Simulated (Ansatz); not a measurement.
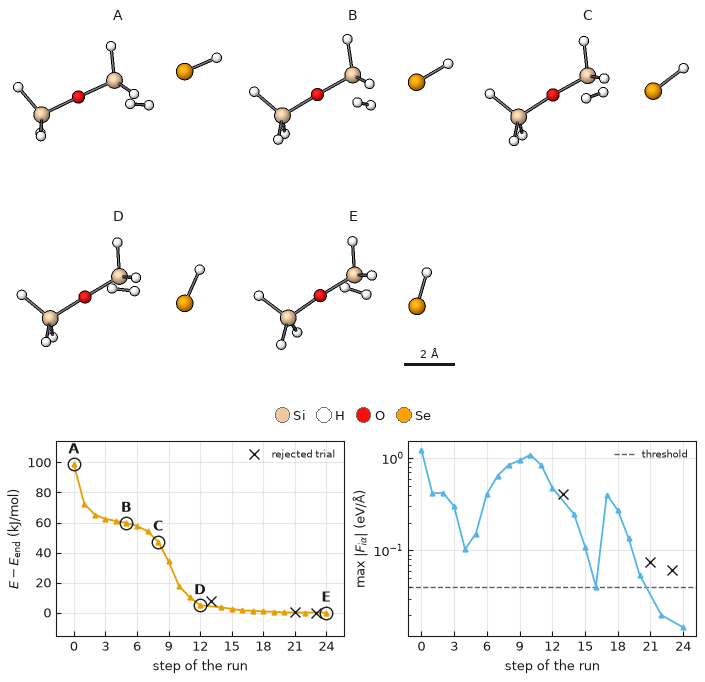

Frames of a constrained relaxation of Si2H8SeO, marked on the history of the run. The picture is a ball-and-stick view, seen from a free direction.

The reaction that was planned forms Si1–Se8, H2–H7 and breaks Si1–H2, H7–Se8 (atoms numbered from 1 in input order).

All numbers below come from RKS PBE0-D4/def2-SVP (Ansatz 0.2.0). Set-up: held fixed: the distance between atoms 1 (Si) and 8 (Se), the distance between atoms 2 (H) and 7 (H), the distance between atoms 1 (Si) and 2 (H), the distance between atoms 7 (H) and 8 (Se), counting from 1; force threshold 0.04 eV/Å; at most 150 steps.

Question: What happens along the run?

Answer: The Se atom moves most after the best rigid fit: 1.37 Å. By element the largest moves are Se 1.37 Å, H 1.17 Å, Si 0.51 Å, O 0.47 Å. Near-neighbour distances that change, for instance: H–Si 2.718 → 2.048 Å, H–Se 1.413 → 1.473 Å, H–Si 1.448 → 1.485 Å, O–Si 1.599 → 1.633 Å. Among the angles between lasting bonds that change: Si–O–Si 176.8° → 150.8°, H–Si–H 129.3° → 113.2°, O–Si–H 108.5° → 118.6°. After 21 accepted moves (24 points after the start) the energy has fallen by 98.6 kJ/mol. Largest force component: 1.2 eV/Å at the start, 0.015 eV/Å at the end. The line search rejected the trial steps at points 13, 21, 23 of the run. The forces were under the threshold at step 22, but the run went on from there. The run took 30 s on 8 threads of Arm Neoverse V2, with other jobs on the host. From step 0 to 5: an H atom moves most (0.55 Å), energy −38.9 kJ/mol. From step 5 to 8: an H atom moves most (0.57 Å), energy −12.5 kJ/mol. From step 8 to 12: an H atom moves most (0.58 Å), energy −42.4 kJ/mol. From step 12 to 24: an H atom moves most (0.59 Å), energy −4.88 kJ/mol.

```csv
step,"E − E(0), kJ/mol","largest force component, eV/Å",note
0,0.00,1.2372,
1,-26.25,0.4168,
2,-33.42,0.4208,
3,-36.26,0.3006,
4,-37.61,0.1029,
5,-38.91,0.1527,
6,-40.95,0.4105,
7,-44.47,0.6486,
8,-51.41,0.8443,
9,-64.56,0.9466,
10,-80.97,1.0869,
11,-88.30,0.8375,
12,-93.77,0.4787,
13,-90.98,0.4049,rejected
14,-95.14,0.2467,
15,-96.14,0.1104,
16,-97.21,0.0405,
17,-97.39,0.4040,
18,-97.82,0.2732,
19,-98.08,0.1360,
20,-98.50,0.0547,
21,-98.41,0.0754,rejected
22,-98.61,0.0200,
23,-98.60,0.0615,rejected
24,-98.65,0.0147,
```
